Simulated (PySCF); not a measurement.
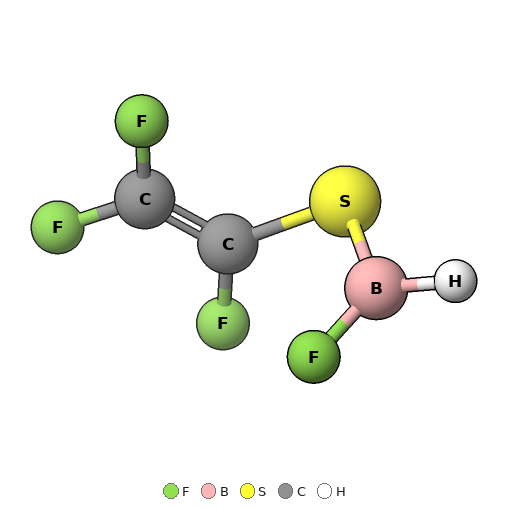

Multiple sticks mark multiple bonds (one Kekulé form).

The computed structure is the end point of a PBE0-D3(BJ)/def2-SVP optimisation. No frequency run is at hand to confirm it as a minimum.

**Which formula does it have?**

C₂HBF₄S, 9 atoms: 2 carbon, 1 hydrogen, 1 boron, 4 fluorine and 1 sulfur.

**How many atoms are distinct by symmetry?**

9: 1 F, 1 B, 1 S, 1 C, 1 F, 1 C, 1 F, 1 F, 1 H.

The parts below concern this one geometry. Atoms keep their numbers from picture to picture.

**Shape**

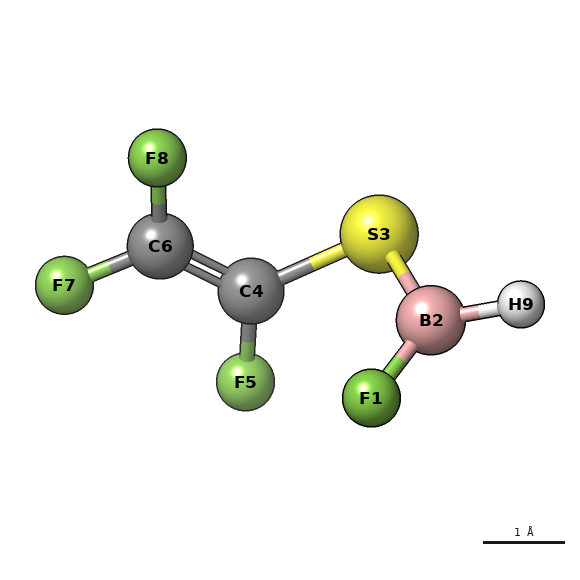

The atoms are numbered. No frequency run is at hand to confirm it as a minimum.

Give these bond angles: F1–B2–S3, F1–B2–H9, S3–B2–H9, B2–S3–C4, S3–C4–F5, S3–C4–C6, F5–C4–C6, C4–C6–F7, C4–C6–F8, F7–C6–F8.

```
   angle  degrees
F1–B2–S3    120.7
F1–B2–H9    120.9
S3–B2–H9    118.4
B2–S3–C4    100.7
S3–C4–F5    117.6
S3–C4–C6    123.3
F5–C4–C6    119.1
C4–C6–F7    123.8
C4–C6–F8    123.7
F7–C6–F8    112.5
```

**Electronic properties**

No frequency run is at hand to confirm it as a minimum. Level of theory: PBE0/def2-SVPD, gas phase (PySCF 2.14.0). Excitations: vertical, linear response.

What does the calculation give?

- dipole moment: 1.09 D
- HOMO energy (Kohn–Sham orbital): −7.70 eV
- LUMO energy (Kohn–Sham orbital): −1.26 eV
- HOMO–LUMO gap: 6.45 eV
- mean static polarisability: 61.5 bohr³
- lowest vertical singlet excitation: 5.22 eV
- its oscillator strength: 0.008
- brightest of the 10 lowest singlets: 7.25 eV
- its oscillator strength: 0.16

**Quadrupole coupling**

No frequency run is at hand to confirm it as a minimum. Electric field gradients from the ground-state density, PBE0/6-311+G(2d,p) (PySCF 2.14.0), non-relativistic apart from any core potentials.

Give the largest field-gradient component, the quadrupole coupling constant and the asymmetry for 11B at B2 (Q = 40.59 mb), 33S at S3 (Q = −67.81 mb), 2H at H9 (Q = 2.86 mb).

```
atom  V_zz (a.u.)  e²qQ/h (MHz)     η
  B2        0.378          3.61  0.51
  S3        2.185         −34.8  0.49
  H9        0.193         0.130  0.02
```

**NMR shielding**

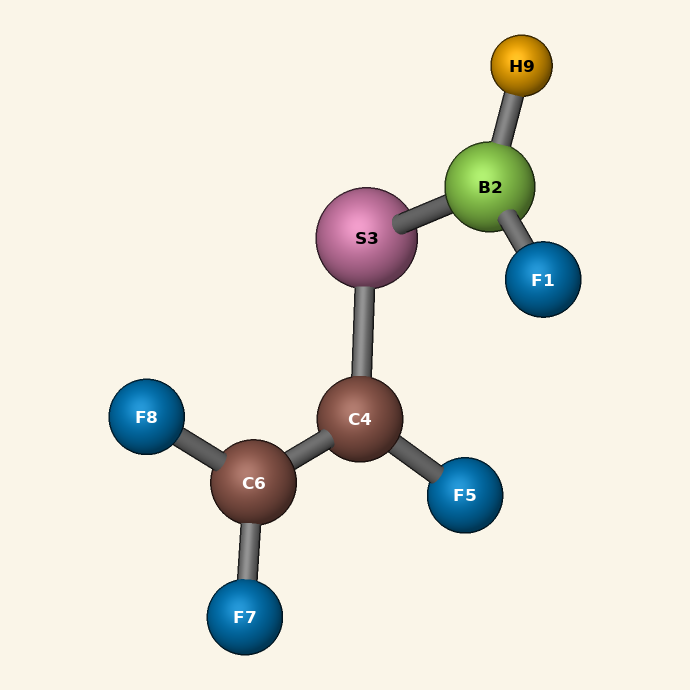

No frequency run is at hand to confirm it as a minimum. Level of theory: GIAO BP86/pcSseg-1 NMR shielding, non-relativistic, gas phase (PySCF 2.14.0). Principal shieldings σ11 ≤ σ22 ≤ σ33, span Ω = σ33 − σ11, skew κ = 3(σiso − σ22)/Ω.

**Which C atom has the most anisotropic shielding?**

C6, with a span of 102 ppm.

Give the shielding tensors of the C atoms.

```json
{"atom": "C4", "σ11": "15.8", "σ22": "62.3", "σ33": "88.8", "σiso": "55.6", "Ω": "73.0", "κ": "−0.27"}
{"atom": "C6", "σ11": "−50.1", "σ22": "45.7", "σ33": "51.7", "σiso": "15.8", "Ω": "101.8", "κ": "−0.88"}
```

Shieldings and span in ppm.

**Bond orders**

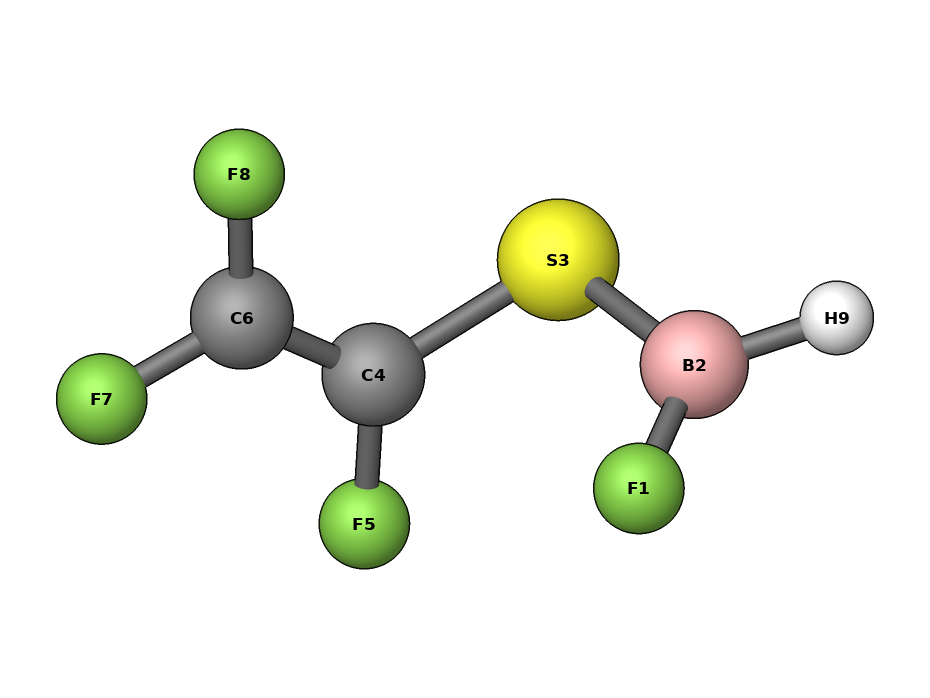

Every bond is drawn as one stick. No frequency run is at hand to confirm it as a minimum. Computed with PBE0/def2-SVP (PySCF 2.14.0).

**Which bond has the highest Mayer bond order?**

C4–C6, 1.64, at a length of 1.335 Å.

**Which bond has the lowest Mayer bond order?**

B2–H9, 0.95, at 1.205 Å.

List the Mayer bond orders of F1–B2, B2–S3, B2–H9, S3–C4, C4–F5, C4–C6, C6–F7, C6–F8.

```
 bond  Mayer order  length (Å)
F1–B2         1.36       1.315
B2–S3         1.20       1.807
B2–H9         0.95       1.205
S3–C4         1.05       1.759
C4–F5         1.05       1.330
C4–C6         1.64       1.335
C6–F7         1.15       1.305
C6–F8         1.15       1.305
```
